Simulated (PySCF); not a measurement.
# InH3 (SMILES [H][In]([H])[H]): FCI/LANL2DZ (core potential)

Aim: the vertical ionisation energy of InH3 at FCI/LANL2DZ (core potential), from 2 runs. The job is set up through a Python script.

Program for the calculation: PySCF 2.14.0.

6 further runs of the same task are left out: 6 set aside as unsound or not needed.

## Step 1: The structure to begin with

The species is InH3 (4 atoms), meant as a singlet with charge 0. SMILES: `[H][In]([H])[H]`. The shape comes from GFN2-xTB, which is rough for such elements, and wasn't checked as a minimum.

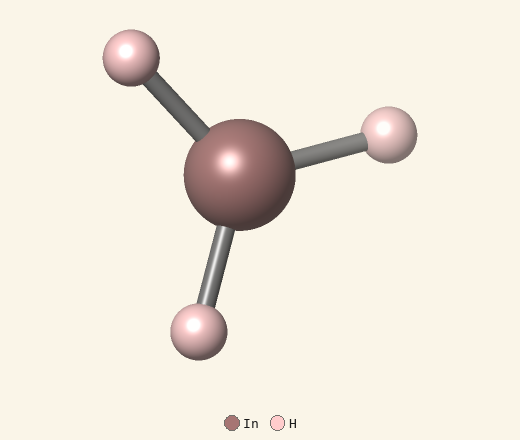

Viewed from a chosen angle; indium brown, hydrogen pink.

## Step 2: A single-point energy at FCI/LANL2DZ (core potential)

Contents of input.py:

```python
# InH3
from pyscf import gto, scf, mcscf
from pyscf import fci

mol = gto.M(
    atom='In 0.000640 -0.000740 -0.000540; H 1.718930 -0.027790 0.013510; H -0.834510 1.501400 -0.017780; H -0.885060 -1.472880 0.004810',
    max_memory=1860,
    verbose=3,
    ecp={'In': 'lanl2dz'},
    charge=0,
    basis='lanl2dz',
)

mf = scf.RHF(mol)
mf.conv_tol = 1e-10
mf.kernel()
if not mf.converged:
    mf = mf.newton().run(mf.mo_coeff, mf.mo_occ)

cas = mcscf.CASCI(mf, mf.mo_coeff.shape[-1] - 0, (mol.nelec[0] - 0, mol.nelec[1] - 0))  # full CI above the frozen core
cas.fcisolver = fci.direct_spin0.FCI(mol)  # even spin states alone
cas.kernel()
print('<S^2> = %.4f' % cas.fcisolver.spin_square(cas.ci, cas.ncas, cas.nelecas)[0])
etot = cas.e_tot
print('E(%s) = %.9f' % ('FCI', etot))
```

Command:

```bash
$ OMP_NUM_THREADS=1 python input.py
```

The log of the run:

```text
converged SCF energy = -3.47747306346487
CASCI E = -3.53494091505226  E(CI) = -6.83973156469392  S^2 = 0.0000000
<S^2> = 0.0000
E(FCI) = -3.534940915
```

Run time: 2.8 s. Hardware: 1 thread of Arm Neoverse V1, shared host; peak memory 0.14 GiB.

## Step 3: The doublet cation, same level

Contents of calc.py:

```python
from pyscf import gto, mcscf

mol = gto.M(
    atom='In 0.000640 -0.000740 -0.000540; H 1.718930 -0.027790 0.013510; H -0.834510 1.501400 -0.017780; H -0.885060 -1.472880 0.004810',
    max_memory=1860,
    ecp={'In': 'lanl2dz'},
    spin=1,
    verbose=3,
    basis='lanl2dz',
    charge=1,
)

calc0 = mol.ROHF()
calc0.conv_tol = 1e-10
calc0.kernel()
if not calc0.converged:
    calc0 = calc0.newton().run(calc0.mo_coeff, calc0.mo_occ)

cas = mcscf.CASCI(calc0, calc0.mo_coeff.shape[-1] - 0, (mol.nelec[0] - 0, mol.nelec[1] - 0))  # full CI above the frozen core
cas.fix_spin_(ss=0.75)
cas.kernel()
e_final = cas.e_tot
print('Final energy', e_final)
```

Command:

```bash
$ OMP_NUM_THREADS=1 python calc.py
```

The log of the run:

```text
converged SCF energy = -3.09715804641567
CASCI E = -3.15542057074570  E(CI) = -6.46021122038737  S^2 = 0.7500000
Final energy -3.155420570745705
```

It took 2.1 s on 1 thread of Arm Neoverse V1, shared host; peak memory 0.12 GiB.

## Step 4: What came out

At FCI/LANL2DZ (core potential):

| quantity | value |
| --- | --- |
| singlet InH3: total energy | -3.53494 Eh |
| singlet InH3: dipole moment (Hartree–Fock density) | 0.01 D |
| singlet InH3: HOMO energy (Hartree–Fock orbitals) | -11.13 eV |
| singlet InH3: LUMO energy (Hartree–Fock orbitals) | 0.53 eV |
| singlet InH3: HOMO–LUMO gap (Hartree–Fock orbitals) | 11.66 eV |
| singlet InH3: correlation energy | -57.5 mEh |
| doublet cation: total energy | -3.15542 Eh |
| doublet cation: correlation energy | -58.3 mEh |
| vertical ionisation energy (to the doublet cation) | 10.327 eV |

In words: The vertical ionisation energy comes to 10.33 eV (996 kJ/mol). Mulliken charges (doublet cation) of the mean-field density run from -0.02 on H2 to +0.88 on In1.
